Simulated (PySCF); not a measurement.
Consider C4H8FNSi2.

The calculation's input:

```
{"job": {"kind": "nmr", "xc": "PBE0", "basis": "pcSseg-1"}, "charge": 0, "multiplicity": 1}
C     -1.019028    -1.458546     0.951440
C     -0.415740    -0.058567     0.880636
Si    -1.159906     1.173404    -0.414218
C      0.668592     1.506061    -0.985880
F      1.124778     2.773679    -0.620872
Si     1.365691     0.111334     0.163768
C      1.774898    -1.377391    -0.885036
N      2.002309    -2.298427    -1.527047
H     -0.473181    -2.083981     1.656408
H     -2.057956    -1.412357     1.273682
H     -0.985701    -1.943858    -0.021528
H     -0.460618     0.372697     1.884644
H     -1.944802     0.522311    -1.460510
H     -1.821639     2.352940     0.131348
H      0.881996     1.423894    -2.053831
H      2.512707     0.405749     1.015586
```

Run with:

```sh
OMP_NUM_THREADS=1 python probes_run.py task.json out
```

Geometry: GFN2-xTB.

Method: PBE0/pcSseg-1, SCF density, gas phase, non-relativistic in PySCF 2.14.0.

Question: What will maps of the electron density and electron localisation function show?

Answer: C–F (1.40 Å): ρ at the midpoint is about 2 e/Å³, with its minimum of 1.5 e/Å³ about 0.5 Å from C; the ELF peaks at about 0.80 between the atoms: a polar covalent bond.
C–C (1.53 Å): the density is about 1.6 e/Å³ at the midpoint; the ELF peaks at about 0.95 between the atoms (a shared electron pair).
C–H (1.09 Å): the density is about 2 e/Å³ at the midpoint; the ELF climbs to about 1 towards the hydrogen, as it does in any bond to H; a covalent bond by its length.

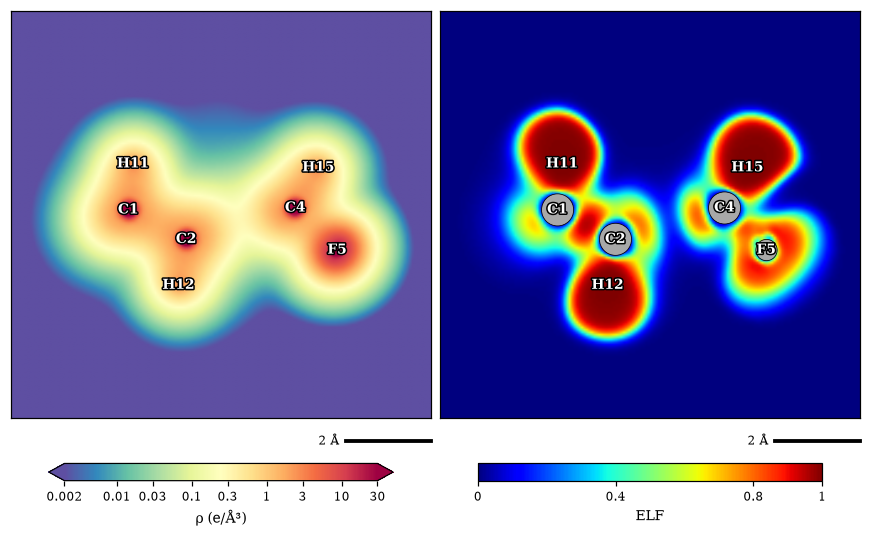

Computed electron density and electron localisation function on the plane of atoms C2, C1 and H11, in this order. Grey discs cover the atomic cores in the ELF map. 
